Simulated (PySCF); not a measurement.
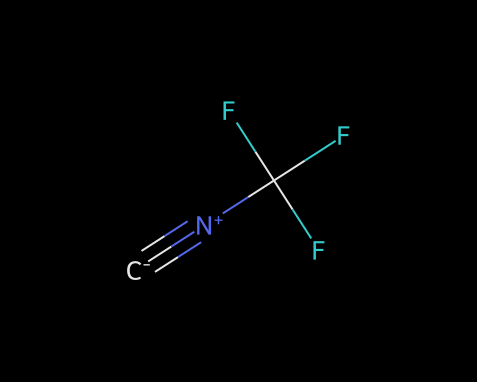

Skeletal drawing of a molecule.

Transcribe the drawing into SMILES.

[C-]#[N+]C(F)(F)F

What is the molecular formula?

C2F3N.

An optimisation with PBE0-D3(BJ)/def2-SVP gave a structure of which point group?

C3v.

The parts below concern this one geometry. Atoms keep their numbers from picture to picture. The geometry was computed by an optimisation with PBE0-D3(BJ)/def2-SVP. No frequency run is at hand to confirm it as a minimum.

### Shape

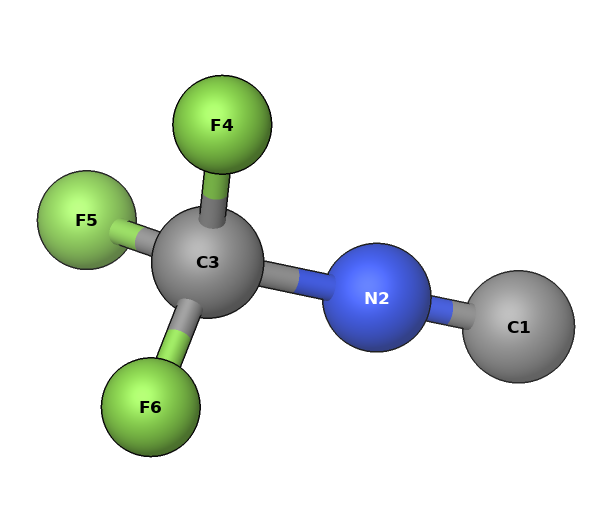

The atoms are numbered. No frequency run is at hand to confirm it as a minimum.

List the bonds and their lengths.

| bond | length (Å) | order |
| --- | --- | --- |
| C1–N2 | 1.177 | triple |
| N2–C3 | 1.404 | single |
| C3–F4 | 1.321 | single |
| C3–F5 | 1.321 | single |
| C3–F6 | 1.321 | single |

### NMR shielding

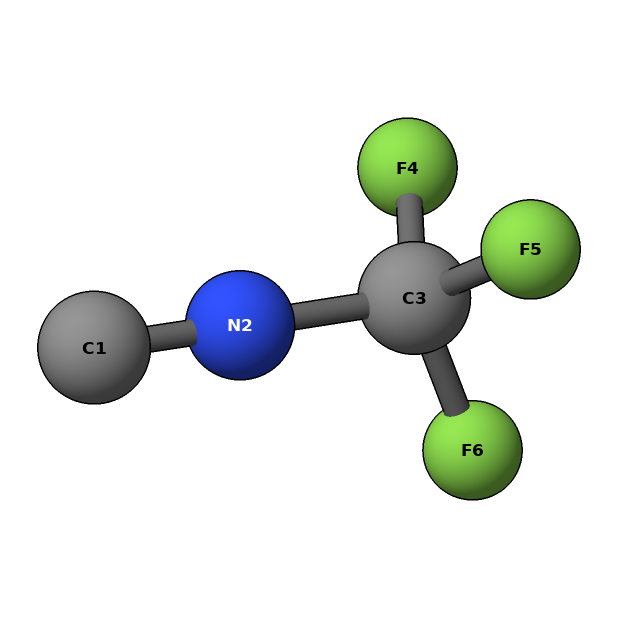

No frequency run is at hand to confirm it as a minimum. Level of theory: GIAO B3LYP/pcSseg-2 NMR shielding, non-relativistic, gas phase (PySCF 2.14.0). Principal shieldings σ11 ≤ σ22 ≤ σ33, span Ω = σ33 − σ11, skew κ = 3(σiso − σ22)/Ω.

Give the shielding tensors of the F atoms.

```
      atom    σ11    σ22    σ33   σiso      Ω     κ
F4, F5, F6  162.1  186.5  340.6  229.8  178.5  0.73
```

Shieldings and span in ppm.

### Core levels

No frequency run is at hand to confirm it as a minimum. Level of theory: delta-SCF UKS SCAN, pcX-2 on the ionised atom, pcseg-1 elsewhere, spin-free X2C (PySCF 2.14.0).

Give the core-electron binding energies (to vacuum) of C1 1s, N2 1s, C3 1s, F4 1s.

| atom | level | binding energy (eV) |
| --- | --- | --- |
| C1 | 1s | 294.3 |
| N2 | 1s | 408.0 |
| C3 | 1s | 301.1 |
| F4 | 1s | 695.3 |

### Electronic properties

No frequency run is at hand to confirm it as a minimum. Method: B3LYP/pcJ-1, gas phase (PySCF 2.14.0).

What is the HOMO energy (Kohn–Sham orbital)?

−9.68 eV.

Estimate the LUMO energy (Kohn–Sham orbital).

−1.06 eV.

Estimate the dipole moment.

0.92 D.
